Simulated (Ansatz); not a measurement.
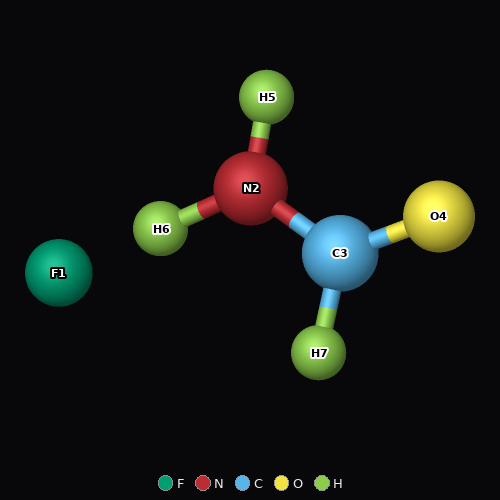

The system is the pair F···CH₃NO, charge −1; the picture shows the reference structure. First axis: separation of H6 and F1 along their line in the relaxed pair. Second axis: sideways slip of F1. Nothing is relaxed (both partners rigid). The grid has 9 × 9 points. Points are written as (first, second). Energies: eV, counted from the ion and the molecule far apart, frozen as in the relaxed pair, each in its own basis (no counterpoise correction). All numbers below come from RKS BHLYP-D4/def2-SVPD in Ansatz 0.2.0.

Its coordinates:

```xyz
7

F    -0.5336   -0.9581   -2.1920
N    -0.4819    0.0100    0.0356
C     0.6143    0.3104    0.6986
O     0.7096    0.7995    1.8221
H    -1.3380    0.2122    0.5232
H    -0.4999   -0.4454   -1.0123
H     1.5296    0.0714    0.1247
```

Range: separation of H6 and F1 along their line in the relaxed pair from 1.081 to 2.481 Å; sideways slip of F1 from −1.500 to 1.500 Å.

### Predict the map.

The lowest grid point is at (1.282 Å, 0.000 Å), −2.17 eV from the ion and the molecule far apart, frozen as in the relaxed pair, each in its own basis (no counterpoise correction). No other kind of well shows on this grid. The highest grid point, (2.481 Å, 1.500 Å), lies 1.38 eV above the lowest. Round the minimum the two coordinates are nearly uncoupled. At the lowest point F1···H6 is 1.28 Å, a hydrogen-bond distance.

```tsv
second ↓, first →	1.081	1.157	1.282	1.435	1.611	1.806	2.017	2.242	2.481
1.500	−1.44	−1.42	−1.38	−1.32	−1.22	−1.12	−1.00	−0.89	−0.79
1.125	−1.69	−1.69	−1.65	−1.57	−1.45	−1.31	−1.16	−1.02	−0.89
0.750	−1.89	−1.93	−1.92	−1.83	−1.68	−1.50	−1.31	−1.13	−0.97
0.375	−1.95	−2.06	−2.11	−2.03	−1.86	−1.64	−1.42	−1.21	−1.03
0.000	−1.91	−2.09	−2.17	−2.11	−1.93	−1.70	−1.46	−1.25	−1.06
−0.375	−1.95	−2.06	−2.11	−2.03	−1.86	−1.65	−1.42	−1.22	−1.04
−0.750	−1.89	−1.93	−1.92	−1.83	−1.68	−1.50	−1.32	−1.14	−0.98
−1.125	−1.69	−1.69	−1.66	−1.57	−1.46	−1.31	−1.17	−1.03	−0.90
−1.500	−1.44	−1.42	−1.38	−1.32	−1.23	−1.12	−1.01	−0.91	−0.81
```

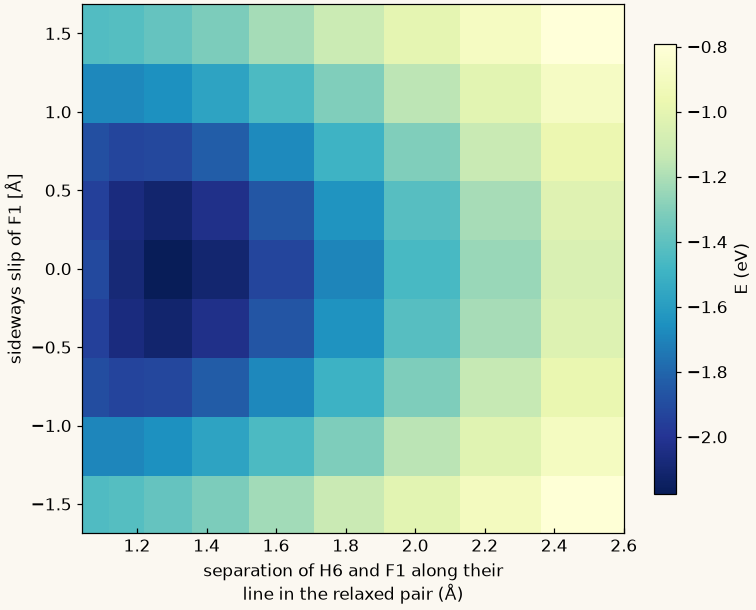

The picture shows one coloured cell a grid point.

Time for the 81 points that were run: 7 min on 1 thread of AMD EPYC 7R43 64-Core Processor (Zen 3), on a shared host.
